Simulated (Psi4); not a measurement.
**[BF2]+ (SMILES F[B+]F): DSD-PBEP86/cc-pVTZ (density fitting for correlation)**

Aim: the vertical singlet–triplet gap of [BF2]+ at DSD-PBEP86/cc-pVTZ (density fitting for correlation), from 2 runs. 

Program for the calculation: Psi4 1.11.

3 further runs of the same task are left out: 2 that didn't finish, 1 set aside as unsound or not needed.

## 1. The system as given

The species is [BF2]+ (3 atoms), meant as a singlet with charge +1. As SMILES, `F[B+]F`. Geometry: relaxed at PBE0-D4/def2-TZVP.

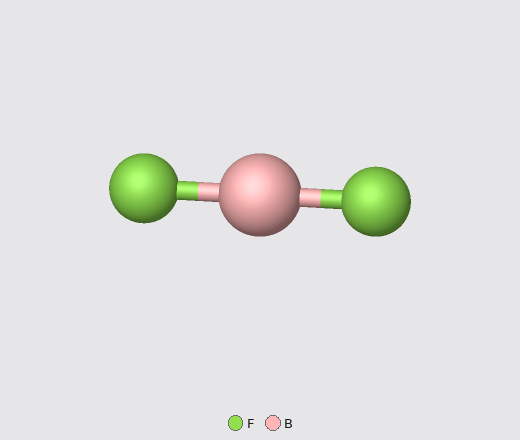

The structure, seen from a chosen angle (fluorine green, boron pink).

## 2. A single-point energy at DSD-PBEP86/cc-pVTZ (density fitting for correlation)

The input, job.inp:

```
memory 2200 MB

molecule {
  1 1
  F      0.329710     1.140520     0.307700
  B      0.000000     0.000000     0.000000
  F     -0.329720    -1.140520    -0.307700
  symmetry c1
  no_reorient
  no_com
}

set puream true
set e_convergence 1e-09
set d_convergence 1e-08
set scf_type pk
set dft_radial_points 99
set dft_spherical_points 590
set num_frozen_docc 3

E, wfn = energy("dsd-pbep86/cc-pVTZ", return_wfn=True)
```

Command:

```
psi4 -n 1 job.inp job.out
```

job.out (excerpt; [...] marks lines left out):

```text
[...]
  Running in c1 symmetry.
[...]
  Nuclear repulsion =   56.306969287117830
[...]
  Multiplicity = 1
[...]
  Nalpha       = 11
  Nbeta        = 11
[...]
    Number of basis functions: 90
[...]
   @RKS iter   1:  -223.69350042569016   -2.14869e-01   4.33629e-03 ADIIS/DIIS
[...]
   @RKS iter   9:  -223.74675570605967   -9.09495e-13   3.23161e-09 DIIS
[...]
    Orbital Energies [Eh]
    ---------------------
    Doubly Occupied:
       1A    -26.150410     2A    -26.150403     3A     -7.846837
       4A     -1.902255     5A     -1.895911     6A     -1.096405
       7A     -1.088538     8A     -1.023245     9A     -1.023245
      10A     -0.965875    11A     -0.965875
[...]
  @RKS Final Energy:  -223.74675570605967
   => Energetics <=
    Nuclear Repulsion Energy =             56.3069692871178304
    One-Electron Energy =                -414.8799983212364850
    Two-Electron Energy =                 141.8423426379250998
    DFT Exchange-Correlation Energy =      -7.0160693098661291
    Empirical Dispersion Energy =           0.0000000000000000
    VV10 Nonlocal Energy =                  0.0000000000000000
    Total Energy =                       -223.7467557060596732
[...]
 Multipole Moments:
 ------------------------------------------------------------------------------------
     Multipole            Electronic (a.u.)      Nuclear  (a.u.)        Total (a.u.)
 ------------------------------------------------------------------------------------
 L = 1.  Multiply by 2.5417464519 to convert [e a0] to [Debye]
 Dipole X            :          0.0001751           -0.0001701            0.0000050
 Dipole Y            :          0.0000021            0.0000000            0.0000021
 Dipole Z            :          0.0000006            0.0000000            0.0000006
 Magnitude           :                                                    0.0000055
[...]
```

It took 11 s on 1 thread of Intel Xeon at 2.50GHz (Skylake/Cascade Lake), shared host; peak memory 0.72 GiB.

## 3. The triplet, same level

The input, bf2.inp:

```
memory 2200 mb

molecule mol {
  1 3
  F      0.329710     1.140520     0.307700
  B      0.000000     0.000000     0.000000
  F     -0.329720    -1.140520    -0.307700
  units angstrom
  symmetry c1
  no_reorient
  no_com
}

set {
  basis cc-pVTZ
  reference uks
  puream true
  e_convergence 1e-09
  d_convergence 1e-08
  scf_type pk
  dft_radial_points 99
  dft_spherical_points 590
  num_frozen_docc 3
  maxiter 100
}

e_tot, wfn = energy('dsd-pbep86', return_wfn=True)
```

Command:

```
psi4 bf2.inp bf2.out -n 1
```

bf2.out (excerpt; [...] marks lines left out):

```text
[...]
  Running in c1 symmetry.
[...]
  Nuclear repulsion =   56.306969287117830
[...]
  Multiplicity = 3
[...]
  Nalpha       = 12
  Nbeta        = 10
[...]
    Number of basis functions: 90
[...]
   @UKS iter   1:  -223.25996939402540    2.18662e-01   2.56714e-03 ADIIS/DIIS
[...]
   @UKS iter  17:  -223.30000193079690    3.20881e-11   5.91571e-09 DIIS
[...]
   @S^2 Observed:                2.049740304E+00
[...]
    Orbital Energies [Eh]
    ---------------------
    Alpha Occupied:
       1A    -26.277839     2A    -26.277829     3A     -7.839811
       4A     -2.032723     5A     -2.024671     6A     -1.203574
       7A     -1.202997     8A     -1.172203     9A     -1.135324
      10A     -1.114396    11A     -1.069362    12A     -0.490850
    Alpha Virtual:
      13A     -0.261434    14A     -0.251543    15A     -0.046329
      16A     -0.007997    17A     -0.006547    18A      0.051417
      19A      0.160885    20A      0.160944    21A      0.378187
      22A      0.396202    23A      0.435845    24A      0.460557
      25A      0.614236    26A      0.627482    27A      0.648344
[...]
  @UKS Final Energy:  -223.30000193079690
   => Energetics <=
    Nuclear Repulsion Energy =             56.3069692871178304
    One-Electron Energy =                -412.9310887908451377
    Two-Electron Energy =                 140.2962519570586153
    DFT Exchange-Correlation Energy =      -6.9721343841282319
    Empirical Dispersion Energy =           0.0000000000000000
    VV10 Nonlocal Energy =                  0.0000000000000000
    Total Energy =                       -223.3000019307968955
[...]
 Multipole Moments:
 ------------------------------------------------------------------------------------
     Multipole            Electronic (a.u.)      Nuclear  (a.u.)        Total (a.u.)
 ------------------------------------------------------------------------------------
 L = 1.  Multiply by 2.5417464519 to convert [e a0] to [Debye]
 Dipole X            :          0.0002891           -0.0001701            0.0001190
 Dipole Y            :          0.0000168            0.0000000            0.0000168
 Dipole Z            :         -0.0000314            0.0000000           -0.0000314
 Magnitude           :                                                    0.0001242
[...]
```

It took 20 s on 1 thread of Intel Xeon at 2.50GHz (Skylake/Cascade Lake), shared host; peak memory 0.72 GiB.

## 4. Results

At DSD-PBEP86/cc-pVTZ (density fitting for correlation), 3 core orbitals frozen:

| quantity | value |
| --- | --- |
| singlet: total energy | -224.04127 Eh |
| singlet: HOMO energy (SCF part's orbitals) | -26.28 eV |
| singlet: LUMO energy (SCF part's orbitals) | -6.15 eV |
| singlet: HOMO–LUMO gap (SCF part's orbitals) | 20.14 eV |
| triplet: total energy | -223.59470 Eh |
| triplet: HOMO energy (SCF part's orbitals) (highest over α and β) | -13.36 eV |
| triplet: ⟨S²⟩ | 2.050 |
| vertical energy of the triplet above the singlet | 12.152 eV |

In words: At this shape the triplet lies 12.15 eV (1172 kJ/mol) above the singlet.
